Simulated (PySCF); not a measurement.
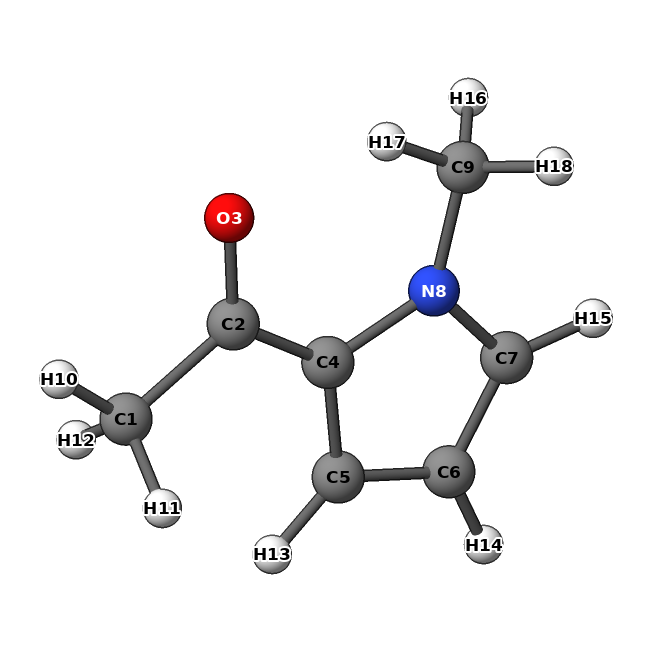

The questions are on Mulliken spin populations. The species has charge −1 and is a spin doublet. Computed geometry: GFN2-xTB optimisation. No frequency run is at hand to confirm it as a minimum. Properties computed with UKS B3LYP, pcH-1 on C H N O, non-relativistic (PySCF 2.14.0).

Which atom carries the largest spin population?

C2 (0.32 e).

Which atom has the lowest spin population?

C6 (−0.09 e); a negative value comes from spin polarisation.

Give the Mulliken spin populations atom by atom.

| atom | value (e) |
| --- | --- |
| C1 | −0.03 |
| C2 | 0.32 |
| O3 | 0.25 |
| C4 | −0.01 |
| C5 | 0.22 |
| C6 | −0.09 |
| C7 | 0.19 |
| N8 | 0.11 |
| C9 | −0.02 |
| H10 | 0.00 |
| H11 | 0.02 |
| H12 | 0.02 |
| H13 | −0.01 |
| H14 | 0.00 |
| H15 | −0.01 |
| H16 | 0.02 |
| H17 | 0.00 |
| H18 | 0.02 |

Mulliken values depend strongly on the basis set.
